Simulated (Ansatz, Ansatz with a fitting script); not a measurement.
**InHO2 (Pmn2_1): the order of polymorphs from LDA to RPA**

Aim: the order of polymorphs of InHO2 (Pmn2_1) by density functionals and by RPA.

Program: Ansatz 0.2.0. Level of theory: density functionals and EXX+RPA, plane waves. Results are calculated unless marked as measured.

In doubt: RPA on norm-conserving files with a d shell is listed as unsure (step 8), so the values of those runs are not to be relied on.

## (1) The structure

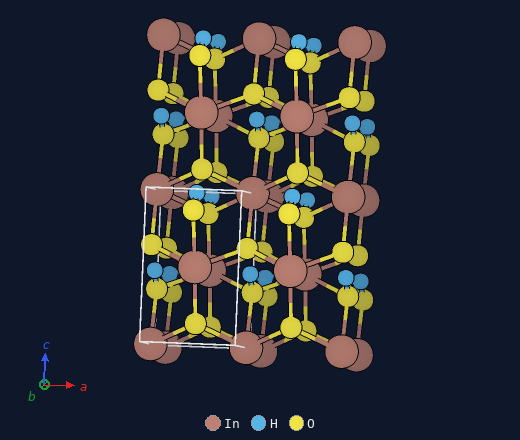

Start, viewed slightly off an axis; indium pink, hydrogen blue, oxygen yellow. 2×2×2 cells are drawn. Some periodic images of atoms are drawn too.

The structure was relaxed with r2SCAN+rVV10. The runs that relaxed it are not among those shown. The program's search for lower electronic states was switched off, so nothing shows that the state found is the lowest.

## (2) Energy LDA (polymorph Pmn2_1)

This step: DFT, LDA, plane waves, PAW.

Input file input.yaml:

```yaml
crystal:
  lattice:
    - [3.2838861257, 0.0, 0.0]
    - [0.0, 4.5797186074, 0.0]
    - [0.0, 0.0, 5.2776858519]
  atoms:
    - { symbol: In, position: [0.0, 0.7278178911, 0.0007655666] }
    - { symbol: In, position: [0.5, 0.2721821089, 0.5007655666] }
    - { symbol: H, position: [0.0, 0.8023920204, 0.479250074] }
    - { symbol: H, position: [0.5, 0.1976079796, 0.979250074] }
    - { symbol: O, position: [0.0, 0.9827511835, 0.3632387268] }
    - { symbol: O, position: [0.5, 0.0172488165, 0.8632387268] }
    - { symbol: O, position: [0.0, 0.5229990854, 0.6387456325] }
    - { symbol: O, position: [0.5, 0.4770009146, 0.1387456325] }
kpoints:
  mp_grid: { grid: [8, 6, 6] }
hamiltonian:
  xc: lda
  pseudopotentials: { kind: paw, source: ansatz }
scf:
  occupations: { method: fixed }
  n_extra_bands: 6
  lower_state_search: "off"
  convergence: { dr2_threshold: 1.0e-09 }
output:
  eigenvalues: true
```

Command:

```sh
$ ansatz run input.yaml --threads 8 --pin off --max-ram 18432MiB --backend cpu --events-out ev --progress --plain --runs-dir out
```

Numbers of over 12 decimals in the logs are rounded to 6 here.

The program printed:

```text
scf.n_extra_bands = 6 over 34 filled bands (N_el = 68.0): the run solves 40 bands
Engine: ansatz 0.2.0, aarch64-unknown-linux-gnu
Pseudopotentials: kind: paw
Pseudopotential: In, paw, valence charge 21, recommended cutoff 710 eV (normal), In.paw.azcp
Pseudopotential: H, paw, valence charge 1, recommended cutoff 800 eV (normal), H.paw.azcp
Pseudopotential: O, paw, valence charge 6, recommended cutoff 930 eV (normal), O.paw.azcp
Functional definition: SPW92
  exchange = slater_x
  correlation = pw_c
Crystal: 8 atoms, lattice volume = 79.373 Å³
Basis set: ecut = 930 eV, 5093 PW (Γ)
Bands: 40, of which v1, the nominal top of the filled ones, is band 34 counted from 1 (33 counted from 0)
Symmetry: 4 space group operations
Space group: Pmn21 (ITA 31), of the structure as read, at distance tolerance 4.3e-5 Å
k-points: 80 of 288 (time reversal used)
Non-local potential: In, projectors of the file, l = 0: 3, l = 1: 3, l = 2: 2, l = 3: 2
Non-local potential: H, projectors of the file, l = 0: 2, l = 1: 1, l = 2: 1
Non-local potential: O, projectors of the file, l = 0: 2, l = 1: 2, l = 2: 1
PAW form: soft (Blöchl's): semilocal exchange-correlation on the pseudo side does not see the compensation charge
PAW frozen core: In, regenerated for the run's functional, and the local potential with it (the file was generated under x = pbe(κ = 0.804, μ = 0.219515), c = pbe(β = 0.066725))
PAW frozen core: O, regenerated for the run's functional, and the local potential with it (the file was generated under x = pbe(κ = 0.804, μ = 0.219515), c = pbe(β = 0.066725))
PAW one-centre angular grid: In, 590 points (default); XC on 64 Gauss nodes
PAW one-centre angular grid: H, 110 points (default); XC on 64 Gauss nodes
PAW one-centre angular grid: O, 110 points (default); XC on 64 Gauss nodes
Initial density: superposition of atomic densities (chi_scale 0.1, normalization cell, long waves kept (reshape's long-wave potential 0.02 eV rms))
Initial wavefunctions: pseudopotential atomic-orbital guess
Functional: x = slater, c = lda
SCF iter   1: F=—  HF=-19909.545128 eV  |F-HF|=—  |Δ(HF+E_count)|=         —  Δρ=1.18e-1  dr2=7.40e0  ethr=3.10e-3  ⟨swp⟩=4.4  Hψ=9793  notcnv=0  defer=320
preconditioner: auto → Resta (q_TF=auto, 2.659 Å⁻¹)  ε∞=4.0  [insulator: Δε(μ)=1.910 eV  Ē_g=17.463 eV  n_scr=28 (ndim 8)  ℏωp=30.1 eV  f_vac=0.000  ε∞_Penn≈4.0]
SCF iter   2: F=—  HF=-19907.164645 eV  |F-HF|=—  |Δ(HF+E_count)|=    2.38e0  Δρ=3.59e-2  dr2=9.70e-1  ethr=3.10e-3  ⟨swp⟩=2.3  Hψ=6834  notcnv=0  defer=289
SCF iter   3: F=—  HF=-19906.911288 eV  |F-HF|=—  |Δ(HF+E_count)|=   2.53e-1  Δρ=2.02e-2  dr2=1.73e-1  ethr=1.43e-3  ⟨swp⟩=2.0  Hψ=4973  notcnv=0  defer=319
SCF iter   4: F=—  HF=-19906.898902 eV  |F-HF|=—  |Δ(HF+E_count)|=   1.24e-2  Δρ=9.35e-3  dr2=5.47e-2  ethr=2.54e-4  ⟨swp⟩=3.0  Hψ=4276  notcnv=0  defer=320
SCF iter   5: F=—  HF=-19906.884710 eV  |F-HF|=—  |Δ(HF+E_count)|=   1.42e-2  Δρ=2.23e-3  dr2=2.80e-3  ethr=8.04e-5  ⟨swp⟩=2.0  Hψ=5627  notcnv=0  defer=320
SCF iter   6: F=—  HF=-19906.885079 eV  |F-HF|=—  |Δ(HF+E_count)|=   3.69e-4  Δρ=1.42e-3  dr2=1.10e-3  ethr=4.11e-6  ⟨swp⟩=2.1  Hψ=5311  notcnv=0  defer=320
SCF iter   7: F=—  HF=-19906.884890 eV  |F-HF|=—  |Δ(HF+E_count)|=   1.88e-4  Δρ=3.45e-4  dr2=5.77e-5  ethr=1.62e-6  ⟨swp⟩=2.2  Hψ=5231  notcnv=0  defer=320
SCF iter   8: F=—  HF=-19906.884893 eV  |F-HF|=—  |Δ(HF+E_count)|=   2.56e-6  Δρ=1.11e-4  dr2=5.43e-6  ethr=8.49e-8  ⟨swp⟩=2.7  Hψ=4877  notcnv=0  defer=156
SCF iter   9: F=—  HF=-19906.885024 eV  |F-HF|=—  |Δ(HF+E_count)|=   1.31e-4  Δρ=1.87e-5  dr2=1.62e-7  ethr=7.98e-9  ⟨swp⟩=2.4  Hψ=5404  notcnv=0  defer=151
SCF iter  10: F=—  HF=-19906.885024 eV  |F-HF|=—  |Δ(HF+E_count)|=   5.61e-9  Δρ=2.12e-6  dr2=2.86e-9  ethr=2.38e-10  ⟨swp⟩=2.4  Hψ=5585  notcnv=0  defer=151
SCF iter  11: F=-19906.885024 eV  HF=-19906.885024 eV  |F-HF|=1.82e-11  |Δ(HF+E_count)|=  3.09e-10  Δρ=3.23e-7  dr2=5.93e-11  ethr=1.47e-12  ⟨swp⟩=9.8  Hψ=9965  notcnv=0
SCF 1 converged in 11 iterations: F = -19906.885024 eV  dr2 = 5.93e-11
[...]
SCF converged after 11 iterations
Free energy (F): -19906.885024 eV
Harris-Foulkes:  -19906.885024 eV  (|F-HF|=1.82e-11)
Internal energy: -19906.885024 eV  (E = F + TS)
E sigma→0 (E₀):  -19906.885024 eV
Fermi energy:    8.356801 eV
--- Per-component energies (eV) ---
  E_band       = -1164.025111
  E_kinetic    = 2794.715815
  E_local      = -13096.024821  (includes V_loc(G=0)·N_el)
  E_nonlocal   = 3386.005305
  E_hartree    = 4389.149542
  E_xc         = -834.399106
  E_vxc        = -1090.310303  (∫ρ·V_xc dr)
  E_paw        = -9015.794753  (= ΣΔE_a)
  E_vpaw       = -1936.710705  (= ΣTr[D̂ρ^β])
  E_aug_tail   = 0.000167  (compensation charges beyond the density's cutoff)
  E_ewald      = -7532.539343
  E_core_change = 2.002170  (= ΣΔE_core)
  E_smearing   = -0.000000  (= −TS)
  E_closure    = 0.000000  (closes the sum)
  Σ components = -19906.885024   (vs F -19906.885024, Δ=0.00e0)
--- Band table (eV; the first three rows and the last of 80) ---
  k-point 0: bands = [... 30 lower, 7.9679, 8.2628, 8.2787, 8.3568, 10.3080, 15.0892, 15.3047, 16.4198, ... 2 higher]
  k-point 1: bands = [... 30 lower, 7.9378, 8.0250, 8.2624, 8.2743, 10.8485, 14.8539, 15.6389, 16.5946, ... 2 higher]
  k-point 2: bands = [... 30 lower, 7.4971, 7.8412, 8.2618, 8.2668, 11.9416, 14.1666, 16.4722, 17.0529, ... 2 higher]
  k-point 79: bands = [... 30 lower, 7.2234, 7.2234, 7.9147, 7.9147, 14.1987, 14.1987, 16.7841, 16.7841, ... 2 higher]
```

Elapsed: 9.7 s, on 8 threads of Arm Neoverse V1, shared host; peak memory 1 GiB; 75 s of CPU time.

Total energy -19906.8850 eV.

## (3) Energy r2SCAN (polymorph Pmn2_1)

r2SCAN sits between gradient functionals and hybrids in what it does to gaps, at little more than semilocal cost.

This step: DFT, r2SCAN, plane waves, PAW.

input.yaml: that of step 2 with these lines changed.

```diff
@@ -17,3 +17,3 @@
 hamiltonian:
-  xc: lda
+  xc: r2scan
   pseudopotentials: { kind: paw, source: ansatz }
```

The program printed:

```text
[...]
Crystal: 8 atoms, lattice volume = 79.373 Å³
Basis set: ecut = 1050 eV, 6139 PW (Γ), exchange–correlation on 160×240×256 points (64 copies of the dense FFT grid, shifted against one another)
Bands: 40, of which v1, the nominal top of the filled ones, is band 34 counted from 1 (33 counted from 0)
Symmetry: 4 space group operations
[...]
k-points: 80 of 288 (time reversal used)
[...]
--- Band table (eV; the first three rows and the last of 80) ---
  k-point 0: bands = [... 30 lower, 7.9805, 8.2389, 8.2775, 8.3684, 11.0071, 15.9784, 16.2484, 17.3875, ... 2 higher]
  k-point 1: bands = [... 30 lower, 7.9504, 8.0512, 8.2396, 8.2710, 11.5204, 15.7197, 16.5834, 17.5709, ... 2 higher]
  k-point 2: bands = [... 30 lower, 7.5087, 7.8543, 8.2422, 8.2582, 12.6273, 14.9744, 17.4305, 18.0501, ... 2 higher]
  k-point 79: bands = [... 30 lower, 7.2772, 7.2772, 7.9197, 7.9197, 15.1428, 15.1428, 17.6868, 17.6868, ... 2 higher]
[key lines of the parts left out:]
SCF converged after 11 iterations
Free energy (F): -20270.294333 eV
Fermi energy:    8.368386 eV
```

It took 21 s on 8 threads; peak memory 1.6 GiB.

Total energy -20270.2943 eV.

## (4) Energy r2SCAN+rVV10 (polymorph Pmn2_1)

This step: DFT, r2SCAN with rVV10, plane waves, PAW.

input.yaml: that of step 3 with these lines changed.

```diff
@@ -19,2 +19,3 @@
   pseudopotentials: { kind: paw, source: ansatz }
+  dispersion: rvv10
 scf:
```

The program printed:

```text
[...]
Crystal: 8 atoms, lattice volume = 79.373 Å³
Basis set: ecut = 1050 eV, 6139 PW (Γ), exchange–correlation on 180×240×288 points (64 copies of the dense FFT grid, shifted against one another)
Bands: 40, of which v1, the nominal top of the filled ones, is band 34 counted from 1 (33 counted from 0)
Symmetry: 4 space group operations
[...]
k-points: 80 of 288 (time reversal used)
[...]
--- Band table (eV; the first three rows and the last of 80) ---
  k-point 0: bands = [... 30 lower, 7.9613, 8.2233, 8.2606, 8.3505, 10.9483, 15.9282, 16.1707, 17.3151, ... 2 higher]
  k-point 1: bands = [... 30 lower, 7.9310, 8.0305, 8.2239, 8.2542, 11.4661, 15.6706, 16.5072, 17.4989, ... 2 higher]
  k-point 2: bands = [... 30 lower, 7.4876, 7.8343, 8.2265, 8.2418, 12.5776, 14.9267, 17.3566, 17.9799, ... 2 higher]
  k-point 79: bands = [... 30 lower, 7.2563, 7.2563, 7.8985, 7.8985, 15.1094, 15.1094, 17.5915, 17.5915, ... 2 higher]
[key lines of the parts left out:]
SCF converged after 11 iterations
Free energy (F): -20265.490751 eV
Fermi energy:    8.350542 eV
```

The job ended after 31 s (8 threads; peak memory 1.8 GiB).

Total energy -20265.4908 eV.

## (5) Energy r2SCAN-D4 (polymorph Pmn2_1)

This step: DFT, r2SCAN with D4 dispersion, plane waves, PAW.

input.yaml: that of step 4 with these lines changed.

```diff
@@ -19,3 +19,3 @@
   pseudopotentials: { kind: paw, source: ansatz }
-  dispersion: rvv10
+  dispersion: d4
 scf:
```

The program printed:

```text
[...]
Crystal: 8 atoms, lattice volume = 79.373 Å³
Basis set: ecut = 1050 eV, 6139 PW (Γ), exchange–correlation on 160×240×256 points (64 copies of the dense FFT grid, shifted against one another)
Bands: 40, of which v1, the nominal top of the filled ones, is band 34 counted from 1 (33 counted from 0)
Symmetry: 4 space group operations
[...]
k-points: 80 of 288 (time reversal used)
[...]
--- Band table (eV; the first three rows and the last of 80) ---
  k-point 0: bands = [... 30 lower, 7.9805, 8.2389, 8.2775, 8.3684, 11.0071, 15.9784, 16.2484, 17.3875, ... 2 higher]
  k-point 1: bands = [... 30 lower, 7.9504, 8.0512, 8.2396, 8.2710, 11.5204, 15.7197, 16.5834, 17.5709, ... 2 higher]
  k-point 2: bands = [... 30 lower, 7.5087, 7.8543, 8.2422, 8.2582, 12.6273, 14.9744, 17.4305, 18.0501, ... 2 higher]
  k-point 79: bands = [... 30 lower, 7.2772, 7.2772, 7.9197, 7.9197, 15.1428, 15.1428, 17.6868, 17.6868, ... 2 higher]
[key lines of the parts left out:]
SCF converged after 11 iterations
Free energy (F): -20270.863548 eV
Fermi energy:    8.368386 eV
```

Run time: 22 s. Hardware: 8 threads; peak memory 1.6 GiB.

Total energy -20270.8635 eV.

## (6) Energy HSE06 (polymorph Pmn2_1)

The screened hybrid is the usual rung above semilocal functionals: a quarter of exact exchange, cut off beyond a few ångström.

This step: DFT, HSE06, plane waves, PAW.

input.yaml: that of step 5 with these lines changed.

```diff
@@ -15,7 +15,6 @@
 kpoints:
-  mp_grid: { grid: [8, 6, 6] }
+  mp_grid: { grid: [4, 3, 3] }
 hamiltonian:
-  xc: r2scan
+  xc: hse06
   pseudopotentials: { kind: paw, source: ansatz }
-  dispersion: d4
 scf:
```

The program printed:

```text
[...]
davidson cushion auto → on  (no smearing: the cushion is to keep the highest requested band from converging to the state above it; pin scf.eigensolver.cushion to override)
Crystal: 8 atoms, lattice volume = 79.373 Å³
Basis set: ecut = 930 eV, 5093 PW (Γ)
Bands: 40, of which v1, the nominal top of the filled ones, is band 34 counted from 1 (33 counted from 0)
Symmetry: 4 space group operations
[...]
k-points: 12 of 36 (time reversal used)
[...]
Fermi energy:    7.631422 eV
[...]
--- Band table (eV; the first three rows and the last of 12) ---
  k-point 0: bands = [... 30 lower, 7.2025, 7.4880, 7.5405, 7.6314, 11.2527, 16.4179, 16.4692, 17.6644, ... 2 higher]
  k-point 1: bands = [... 30 lower, 6.7117, 7.0674, 7.4963, 7.5202, 12.8970, 15.3675, 17.6976, 18.3442, ... 2 higher]
  k-point 2: bands = [... 30 lower, 7.0226, 7.0445, 7.4732, 7.4863, 12.9774, 15.1423, 16.4937, 16.5248, ... 2 higher]
  k-point 11: bands = [... 30 lower, 6.4461, 6.9319, 7.2891, 7.3357, 15.5272, 15.9080, 17.7091, 18.5134, ... 2 higher]
[key lines of the parts left out:]
Free energy (F): -20244.069020 eV
```

Elapsed: 30 s, on 8 threads; peak memory 5.1 GiB.

Total energy -20244.0690 eV.

## (7) Energy HSE06-D3(BJ) (polymorph Pmn2_1)

This step: DFT, HSE06 with D3(BJ) dispersion, plane waves, PAW.

input.yaml: that of step 6 with these lines changed.

```diff
@@ -19,2 +19,3 @@
   pseudopotentials: { kind: paw, source: ansatz }
+  dispersion: d3bj
 scf:
```

The program printed:

```text
[...]
Crystal: 8 atoms, lattice volume = 79.373 Å³
Basis set: ecut = 930 eV, 5093 PW (Γ)
Bands: 40, of which v1, the nominal top of the filled ones, is band 34 counted from 1 (33 counted from 0)
Symmetry: 4 space group operations
[...]
k-points: 12 of 36 (time reversal used)
[...]
SCF iter   1: F=—  HF=-20240.996573 eV  |F-HF|=—  |Δ(HF+E_count)|=         —  Δρ=1.23e-1  dr2=8.03e0  ethr=1.00e-1  ⟨swp⟩=4.0  Hψ=1396  notcnv=0
[...]
Fermi energy:    7.631422 eV
[...]
--- Band table (eV; the first three rows and the last of 12) ---
  k-point 0: bands = [... 30 lower, 7.2025, 7.4880, 7.5405, 7.6314, 11.2527, 16.4179, 16.4692, 17.6644, ... 2 higher]
  k-point 1: bands = [... 30 lower, 6.7117, 7.0674, 7.4963, 7.5202, 12.8970, 15.3675, 17.6976, 18.3442, ... 2 higher]
  k-point 2: bands = [... 30 lower, 7.0226, 7.0445, 7.4732, 7.4863, 12.9774, 15.1423, 16.4937, 16.5248, ... 2 higher]
  k-point 11: bands = [... 30 lower, 6.4461, 6.9319, 7.2891, 7.3357, 15.5272, 15.9080, 17.7091, 18.5134, ... 2 higher]
[key lines of the parts left out:]
Free energy (F): -20245.605520 eV
```

Wall time 29 s (8 threads); peak memory 5.1 GiB.

Total energy -20245.6055 eV.

## (8) Energy RPA (polymorph Pmn2_1)

The RPA correlation energy is summed at several response cutoffs, since it converges slowly from above.

This step: EXX+RPA on LDA, plane waves, norm-conserving pseudopotentials.

input.yaml: that of step 7 with these lines changed.

```diff
@@ -17,8 +17,6 @@
 hamiltonian:
-  xc: hse06
-  pseudopotentials: { kind: paw, source: ansatz }
-  dispersion: d3bj
+  xc: lda
+  pseudopotentials: { kind: nc, xc_functional: pbe }
 scf:
   occupations: { method: fixed }
-  n_extra_bands: 6
   lower_state_search: "off"
@@ -26,2 +24,8 @@
 output:
-  eigenvalues: true
+  rpa_energy:
+    ecut_chi_ladder: [180, 210, 240, 270, 300]
+    long_wavelength: optical_limit
+    n_empty_bands: 331
+basis:
+  ecutwfc: 1240.0
+  xc_grid: 3
```

The program printed:

```text
[...]
Crystal: 8 atoms, lattice volume = 79.373 Å³
Basis set: ecut = 1240 eV, 7847 PW (Γ), exchange–correlation on 120×162×192 points (27 copies of the dense FFT grid, shifted against one another)
Bands: 34, of which v1, the nominal top of the filled ones, is band 26 counted from 1 (25 counted from 0)
Symmetry: 4 space group operations
[...]
k-points: 12 of 36 (time reversal used)
[...]
SCF iter   1: F=—  HF=-5483.525599 eV  |F-HF|=—  |Δ(HF+E_count)|=         —  Δρ=6.44e-2  dr2=2.37e0  ethr=3.10e-3  ⟨swp⟩=5.2  Hψ=1491  notcnv=0  defer=72
[...]
SCF iter  10: F=-5482.583886 eV  HF=-5482.583886 eV  |F-HF|=1.08e-10  |Δ(HF+E_count)|=   7.55e-9  Δρ=1.38e-6  dr2=8.69e-10  ethr=1.92e-12  ⟨swp⟩=13.8  Hψ=2847  notcnv=0
SCF 1 converged in 10 iterations: F = -5482.583886 eV  dr2 = 8.69e-10
NSCF: frozen V_eff on 12 k-points
EXX+RPA screening: q 1/12 (q-point 8)
EXX+RPA screening: q 2/12 (q-point 4)
EXX+RPA screening: q 3/12 (q-point 6)
EXX+RPA screening: q 4/12 (q-point 7)
EXX+RPA screening: q 5/12 (q-point 12)
EXX+RPA screening: q 6/12 (q-point 2)
EXX+RPA screening: q 7/12 (q-point 3)
EXX+RPA screening: q 8/12 (q-point 5)
EXX+RPA screening: q 9/12 (q-point 10)
EXX+RPA screening: q 10/12 (q-point 11)
EXX+RPA screening: q 11/12 (q-point 9)
EXX+RPA screening: q 12/12 (q-point 1)
[...]
SCF converged after 10 iterations
Free energy (F): -5482.583886 eV
[...]
Internal energy: -5482.583886 eV  (E = F + TS)
E sigma→0 (E₀):  -5482.583886 eV
Fermi energy:    7.340126 eV
[...]
--- Band table (eV; the first three rows and the last of 12) ---
  k-point 0: bands = [... 22 lower, 6.9451, 7.2533, 7.2654, 7.3401, 9.1340, 14.0317, 14.2061, 15.3352, ... 4 higher]
  k-point 1: bands = [... 22 lower, 6.4733, 6.8168, 7.2512, 7.2541, 10.8239, 13.0900, 15.3924, 15.9728, ... 4 higher]
  k-point 2: bands = [... 22 lower, 6.8183, 6.8227, 7.1774, 7.1901, 10.8825, 12.8419, 14.2042, 14.2453, ... 4 higher]
  k-point 11: bands = [... 22 lower, 6.1566, 6.7089, 7.0633, 7.0758, 13.1598, 13.5044, 15.3750, 16.1540, ... 4 higher]
--- EXX+RPA: 4×3×3 mesh (12 irreducible q, 250/432 k–q pairs), 357 bands' worth read of 362 solved (the sum completed by the states above those read; Γ's head and wings end at those read), 26 occupied, 14 to 15 frequency nodes, the response taken to reach 1355.5 eV, pair-density box ratio 4, q→0 included in E_x (Coulomb truncated on the Wigner–Seitz cell) and E_c (k·p head, wings) ---
  smallest occupied→empty transition 1.794e0 eV, smallest direct gap 1.794e0 eV
  indirect gap at most 1.794e0 eV, over 12 k-points of the mesh
  bands read: the sum over 357 bands ends inside a degenerate multiplet in 3 slots, whose members it reads at an even weight; the widest, k=8: bands 357 to 358 (counted from 1) at 1/2 each
  E_x                     =      -673.445302 eV
  E_xc[n_v+n_c], E_xc[n_v] =     -1600.395532, -795.369827 eV (parent functional, the pass's orbitals; any nonlocal part keeps n_c)
  E_c ladder  E_cut^χ (eV)   ⟨N_G⟩      E_cut^sphere (eV)      E_c (eV)
                  180.00      435.1            179.97        -89.793050
                  210.00      549.4            210.24        -93.335413
                  240.00      670.4            240.06        -95.955676
                  270.00      799.9            270.07        -98.005806
                  300.00      935.8            299.84        -99.630952
  E_c(E_cut→∞)            =      -108.001223 ± 0.279283 eV  (E_cut^-3/2 fit over 5 rungs)
  S(q), 6 of 11 wave vectors   |q| (1/Å)       S_0(q)   S_0 (bands read)   S_RPA(q)   (top rung; structure_factors; the frequency nodes sum S_0 to within 3.7e-6)
    ( 0.0000,  0.0000,  0.3333)    0.39684     0.029520           0.029169   0.015556
    ( 0.0000,  0.3333,  0.0000)    0.45732     0.038777           0.038310   0.020621
    ( 0.2500,  0.0000,  0.0000)    0.47833     0.041826           0.041313   0.022423
    ( 0.0000,  0.3333,  0.3333)    0.60549     0.064951           0.064118   0.035437
    ( 0.2500,  0.0000,  0.3333)    0.62152     0.067979           0.067100   0.037403
    ( 0.2500,  0.3333,  0.0000)    0.66177     0.076571           0.075567   0.042099
  core–valence xc dropped  : E_EXX =     -4555.633655 eV   E_EXX+RPA =     -4663.634878 eV
  core–valence xc semilocal: E_EXX =     -5360.659361 eV   E_EXX+RPA =     -5468.660584 eV
```

The job ended after 14 min (8 threads; peak memory 5.8 GiB).

This step gave:

* exact exchange energy: -673.4453 eV
* RPA correlation energy: -108.0012 eV

Extrapolated from these cutoffs, the correlation energy is -13.50 eV per atom (fit error 0.03); such a limit moves with the range of cutoffs.

RPA ladder, by row:

```
response cutoff (eV)  mean plane waves  sphere-equivalent cutoff (eV)  correlation energy (eV)
                 180             435.1                            180                   -89.79
                 210             549.4                          210.2                   -93.34
                 240             670.4                          240.1                   -95.96
                 270             799.9                          270.1                   -98.01
                 300             935.8                          299.8                   -99.63
```

(Continued in part 2 of 2.)

[Paths, hosts, dates, memory and timing lines, banners, echoed tables and standing remarks are left out of the program output.]

[Logs are printed without paths, hosts, clocks, repeated set-up lines and the standing remarks that a program may print on its own settings, such as how far it seeks lower states.]

[Runs of the session that timed out or met a known fault of the program may be left out.]

[Hosts, paths, dates, database ids (printed as entryN), source tags and the programs' standing remarks are cut or masked in the printed files.]
